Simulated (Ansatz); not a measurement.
Reaction (SMILES): OC=O + H+ → O=C[OH2+]
B3LYP-D3(BJ)/def2-TZVP geometries, fixed; electronic energies without zero-point terms; positive where energy is released.

Basis-set convergence of the proton affinity at MP2 with Ansatz (an electronic-structure program). Cartesian d functions, on some or all atoms, in 6-31+G*; all else is spherical. Cores are frozen. Species with rotatable bonds are taken in one conformer. The proton sits at the site shown, which need not be the one that binds it best. No added dispersion term, no relativity. Functions are those of the species that has most. Reference: Hartree-Fock in aug-cc-pVQZ plus the correlation part extrapolated as X^-3 from aug-cc-pVTZ and aug-cc-pVQZ, 161.98 kcal/mol, itself unsure by roughly 0.21 kcal/mol (a third of the extrapolation step and of the last Hartree-Fock step). Deviations are taken from unrounded values.

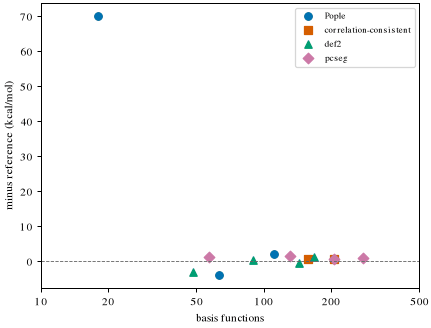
Figure. Deviation from the reference against the number of basis functions, by family of sets.

| basis | functions | proton affinity (kcal/mol) | minus reference (kcal/mol) |
|---|---|---|---|
| STO-3G | 18 | 232.04 | 70.06 |
| def2-SV(P) | 48 | 158.88 | -3.09 |
| pcseg-1 | 57 | 163.11 | 1.13 |
| 6-31+G* | 63 | 158.07 | -3.91 |
| def2-SVPD | 90 | 162.32 | 0.34 |
| 6-311++G(2d,2p) | 111 | 164.06 | 2.08 |
| pcseg-2 | 132 | 163.41 | 1.43 |
| def2-TZVPD | 144 | 161.41 | -0.57 |
| jun-cc-pV(T+d)Z | 159 | 162.74 | 0.77 |
| def2-TZVPPD | 168 | 163.12 | 1.15 |
| aug-cc-pVTZ | 207 | 162.54 | 0.57 |
| aug-pcseg-2 | 207 | 162.79 | 0.81 |
| pcseg-3 | 279 | 162.80 | 0.82 |
